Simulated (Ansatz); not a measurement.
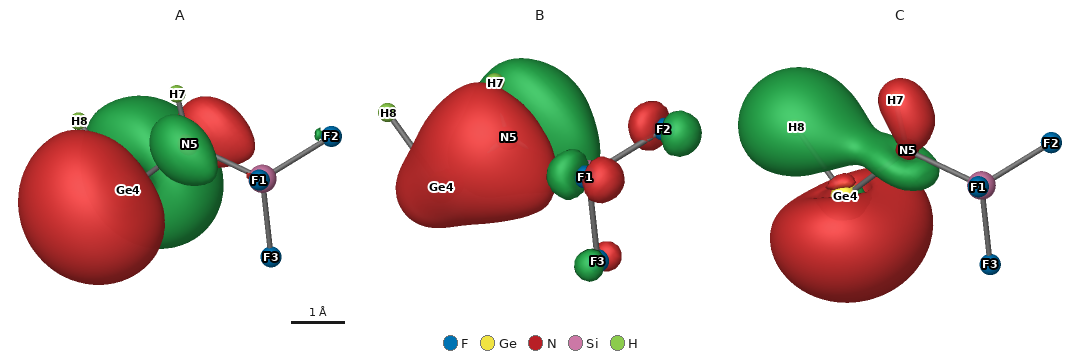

F₃GeH₂NSi (SMILES F[Si](F)(F)[NH+]=[GeH-]). Three frontier orbitals at ±0.1 Å⁻³ᐟ² (green and red are the two phases), in no order.

Geometry: B3LYP/6-31G*.

Computed with Ansatz, isolated molecule in a Gaussian basis; Kohn-Sham density functional theory, functional PBE0.

```xyz
8

F     0.4791    2.2511    0.8141
F     2.0732    0.2887    0.5224
F    -0.3413   -0.1421    1.3271
Ge   -1.4574   -0.5905   -1.7703
N    -0.0165    0.5052   -1.2501
Si    0.5517    0.7299    0.3419
H     0.4642    1.0074   -1.9910
H    -1.2540   -0.1940   -3.3249
```

> Which picture is the HOMO−1, the HOMO and the LUMO?

B is the HOMO−1 (−9.22 eV). By Hirshfeld shares it lies mainly on N5 (about 65 %) and Ge4 (about 15 %). C is the HOMO (−7.33 eV). It lies mainly on Ge4 (about 70 %) and H8 (about 20 %). A is the LUMO (−2.63 eV). By Hirshfeld shares it lies mainly on Ge4 (about 85 %) and N5 (about 10 %).

> What is the HOMO–LUMO gap?

4.70 eV between the orbital energies.
